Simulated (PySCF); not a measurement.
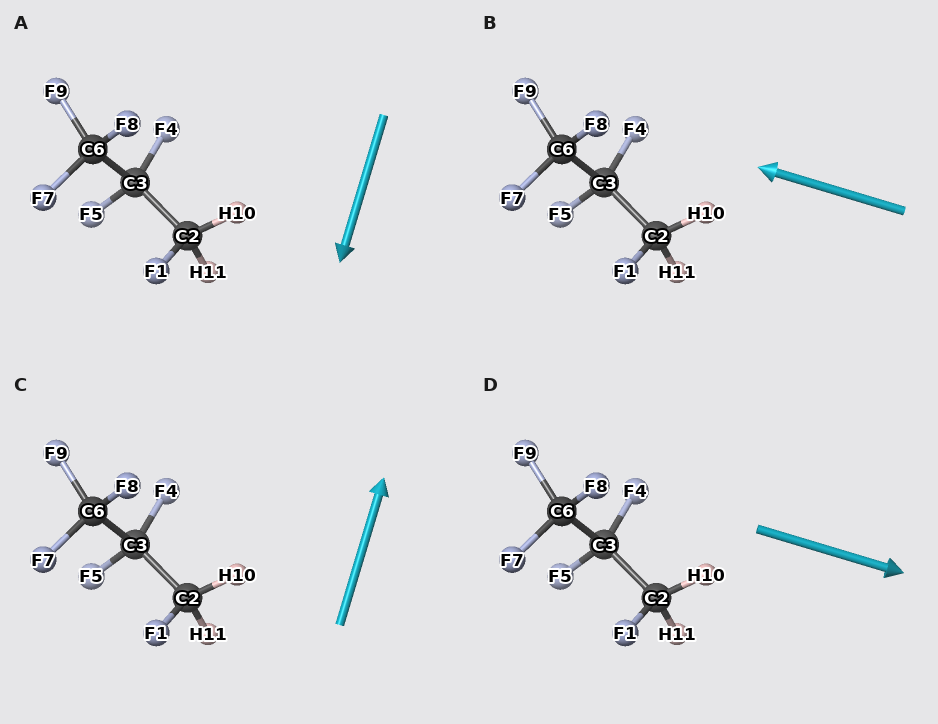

The same molecule four times, each with an arrow. Geometry: a frame of a GFN2-xTB molecular-dynamics simulation, not a minimum. Method: PBE0/pcSseg-1, gas phase (PySCF 2.14.0).

Which arrow points along the dipole moment, from the negative to the positive end?

D. The dipole moment is 2.85 D; it points from the side of F9 to the side of H10, H11 (the outermost atoms at the two ends).
